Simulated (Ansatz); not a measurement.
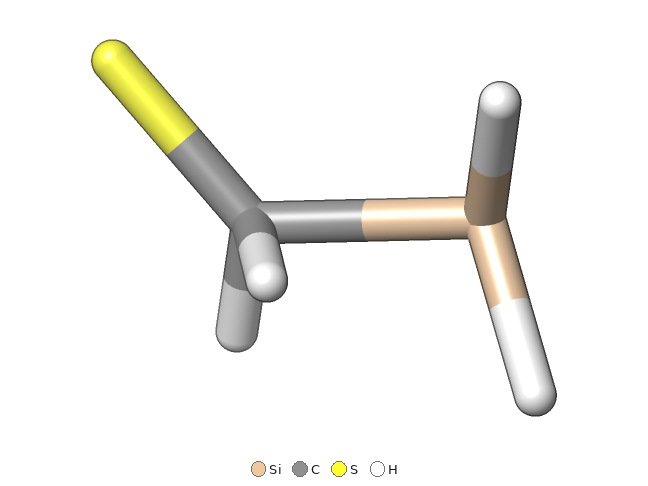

Rendered structure (stick style). Every bond is drawn as one stick, whatever its order.

The computed structure is the end point of a PBE-D4/def2-SVP optimisation. No frequency run is at hand to confirm it as a minimum.

Identify the structure.

Formula CH4SSi. This geometry has C1 symmetry. Coordination, clear cases only: 1 Si trigonal pyramidal.
